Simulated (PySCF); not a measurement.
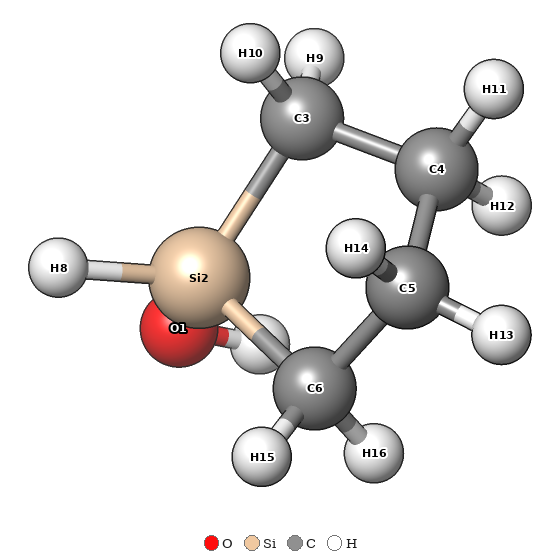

The molecule: C₄H₁₀OSi, SMILES O[SiH]1CCCC1.

GIAO shifts, CAM-B3LYP/pcSseg-2 with PySCF 2.14.0, at a PBE0-D3(BJ)/def2-SVP geometry (no frequency check), against H₂O for ¹⁷O and TMS for ²⁹Si computed at the same level (¹⁷O: a single water molecule, while the usual scale starts at liquid water and gives values some tens of ppm lower). Gas phase, fully decoupled, line heights follow the number of nuclei, widths are arbitrary (no quadrupolar broadening); values of one conformer, averaged over nuclei that symmetry, rotation about single bonds or ring flips exchange, these motions taken as fast; other conformers aren't averaged in.

Predict the ¹⁷O spectrum.

Answer. 1 signal.


```csv
δ (ppm),nuclei,atoms
39.4,1,O1
```

Which ²⁹Si signals does it give?

Answer. 1 signal.


| δ (ppm) | nuclei | atoms |
| --- | --- | --- |
| 22.5 | 1 | Si2 |

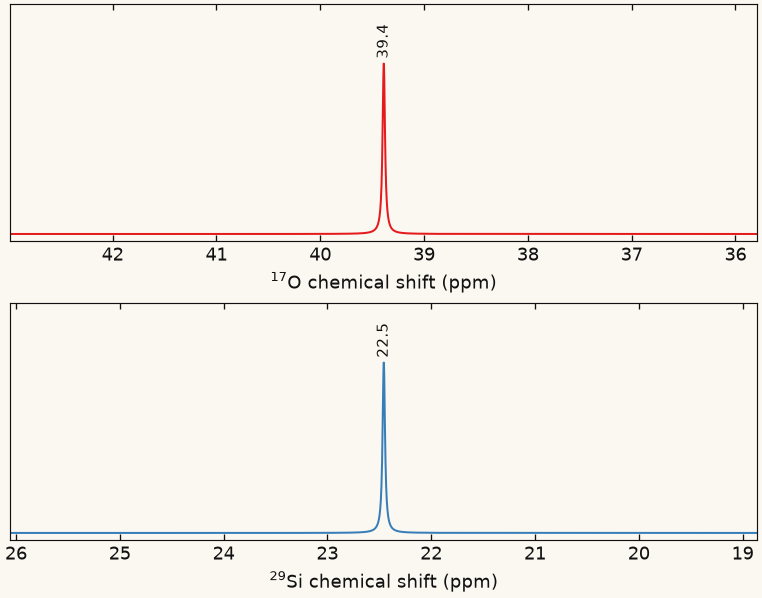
